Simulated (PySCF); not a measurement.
C3H12NSi2 (doublet)

Input file:

```
{"job": {"kind": "epr", "basis": "pcH-1"}, "charge": 0, "multiplicity": 2}
C      2.210272    -0.433438     0.593381
C      0.949093    -1.095555     0.059234
Si    -0.523979     0.114406    -0.075611
C     -2.094978    -0.797376    -0.646467
N     -0.886118     0.532505     1.576513
Si    -0.021315     1.736812    -1.614245
H      3.039953    -1.138613     0.630287
H      2.503778     0.402584    -0.039053
H      2.046787    -0.055025     1.600225
H      0.685151    -1.930025     0.709515
H      1.164608    -1.520950    -0.921777
H     -1.952410    -1.266503    -1.613997
H     -2.385911    -1.569110     0.058338
H     -2.926003    -0.105414    -0.738869
H     -1.765784     0.974741     1.791911
H     -0.160805     0.917584     2.160479
H     -1.063846     2.661507    -2.074449
H      1.172746     2.578188    -1.467071
```

Launched as:

```sh
OMP_NUM_THREADS=1 python probes_run.py task.json out
```

Geometry: GFN2-xTB.

Method: UKS B3LYP, pcH-1 on C H N Si, non-relativistic, mean-field spin-orbit, GIAO in PySCF 2.14.0, density-fitted response routines.

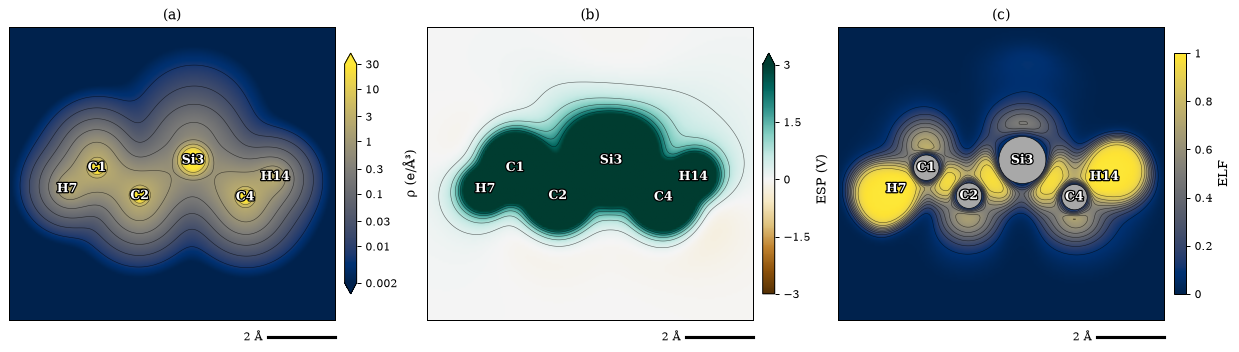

Figure 1. (a) total electron density; (b) molecular electrostatic potential; (c) electron localisation function on the plane of atoms C2, Si3 and C4. Grey discs cover the atomic cores in the ELF map.

> Interpret the plot.

Atoms in the plane: C, Si and H.
C–C (1.52 Å): ρ is about 1.6 e/Å³ halfway; the ELF peaks at about 0.95 between the atoms, as expected for a shared electron pair.
C–Si (1.90 Å): ρ at the midpoint is about 0.92 e/Å³; the ELF peaks at about 0.95 between the atoms (a shared electron pair).
C–H (1.09 Å): ρ at the midpoint is about 2 e/Å³; the ELF climbs to about 1 towards the hydrogen, as it does in any bond to H: a covalent bond by its length.
The potential has no marked negative region in this plane.

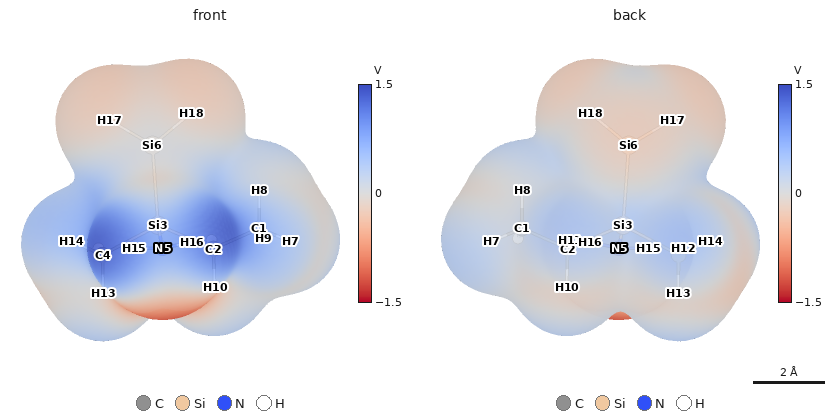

Figure 2. The molecular electrostatic potential painted on the density surface at 0.001 e/bohr³, seen from the front and from behind; the colour scale runs from red (negative) to blue (positive).

> Which sites attract a positive test charge, and which a negative one?

A positive charge is drawn to the negative regions and a negative charge to the positive ones. The most negative region (about −1.1 V) lies over N5, the most positive (about +1.3 V) over H15 and H16. N5 is the likeliest acceptor of a hydrogen bond.
